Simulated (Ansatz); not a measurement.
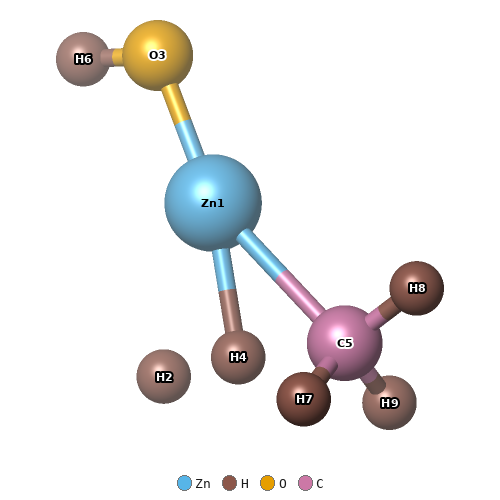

The system is the reacting system CH6OZn (fragments CH₆OZn where the first distance is long, CH₄OZn + H₂ where the second is long); the picture shows the reference structure. Coordinates scanned: (1) distance H2–H4 (bond that forms); (2) distance Zn1–H2 (bond that breaks). Relaxed at each point: all other coordinates. The grid has 8 × 8 points. Points are written as (first, second). All energies are given in eV relative to a guessed transition structure relaxed with its forming and breaking bonds held. Energies and slopes of some neighbouring points disagree (a jump in structure or state, or too coarse a mesh). The reference is spin-restricted, so regions where a bond is pulled apart into radicals lie too high. Theory: Ansatz 0.2.0, RKS B3LYP-D4/def2-SVP.

Its coordinates:

```yaml
atoms:
  - { symbol: Zn, position_ang: [-0.8810, 0.1694, -0.4163] }
  - { symbol: H, position_ang: [0.1070, -1.5856, -0.3816] }
  - { symbol: O, position_ang: [-2.4245, 0.8011, -1.0496] }
  - { symbol: H, position_ang: [0.4950, -0.7798, 0.0428] }
  - { symbol: C, position_ang: [1.1543, 0.2676, 0.6781] }
  - { symbol: H, position_ang: [-2.9332, 0.1149, -1.5027] }
  - { symbol: H, position_ang: [1.2051, -0.3579, 1.5861] }
  - { symbol: H, position_ang: [1.2509, 1.3193, 1.0061] }
  - { symbol: H, position_ang: [2.0263, 0.0509, 0.0370] }
```

Range: distance H2–H4 (bond that forms) from 0.666 to 1.866 Å; distance Zn1–H2 (bond that breaks) from 1.377 to 3.177 Å.

Predict the map.

Answer. The lowest grid point is at (0.771 Å, 3.177 Å), −2.45 eV from a guessed transition structure relaxed with its forming and breaking bonds held. It lies in a valley that leaves the map towards separated partners. The energy also falls towards the edge at (1.866 Å, 2.271 Å) (0.07 eV above the lowest), where a further well may lie outside the range. The highest grid point, (1.082 Å, 1.377 Å), lies 1.98 eV above the lowest.

| second ↓, first → | 0.666 | 0.771 | 0.917 | 1.082 | 1.262 | 1.454 | 1.656 | 1.866 |
| --- | --- | --- | --- | --- | --- | --- | --- | --- |
| 3.177 | −2.24 | −2.45 | −2.18 | −1.55 | −1.45 | −1.91 | −2.10 | −2.11 |
| 2.862 | −2.23 | −2.44 | −2.18 | −1.56 | −1.91 | −2.05 | −2.10 | −2.15 |
| 2.559 | −2.19 | −2.40 | −2.15 | −1.55 | −1.92 | −2.06 | −2.18 | −2.30 |
| 2.271 | −2.13 | −2.34 | −2.10 | −1.51 | −1.95 | −2.17 | −2.30 | −2.37 |
| 2.001 | −2.01 | −2.22 | −1.98 | −1.71 | −2.02 | −2.18 | −2.25 | −2.24 |
| 1.753 | −1.75 | −1.96 | −1.73 | −1.63 | −1.84 | −1.93 | −1.94 | −1.88 |
| 1.535 | −1.26 | −1.49 | −1.27 | −1.18 | −1.31 | −1.36 | −1.33 | −1.27 |
| 1.377 | −0.58 | −0.83 | −0.63 | −0.46 | −0.54 | −0.57 | −0.54 | −0.51 |

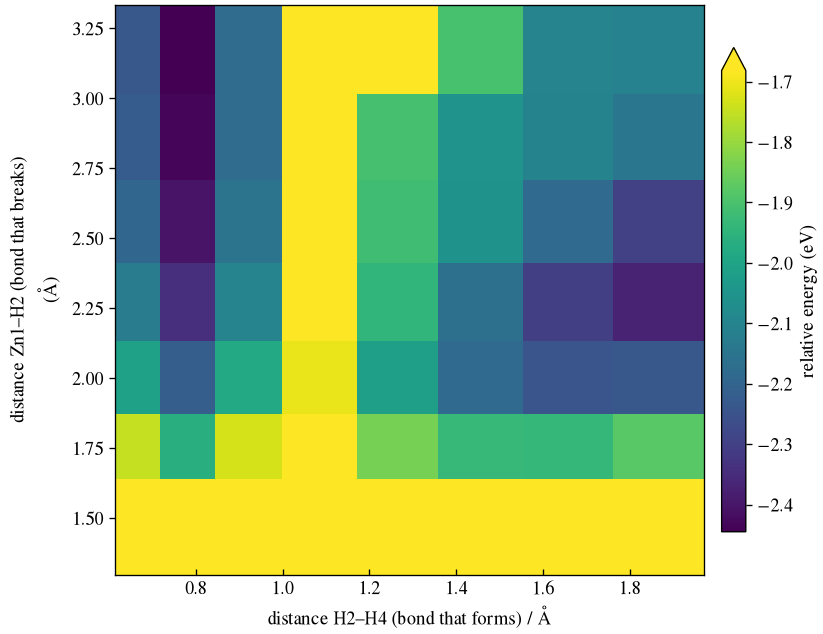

The picture shows one coloured cell a grid point, one colour for all values above the top of the scale.

Each point was launched as `ansatz run input.yaml --threads 1 --pin off --max-ram 2560MiB --backend cpu --events-out ev --progress --plain --runs-dir out`. The whole map (64 points run) took 26 min on 1 thread of Arm Neoverse V2, on a shared host.
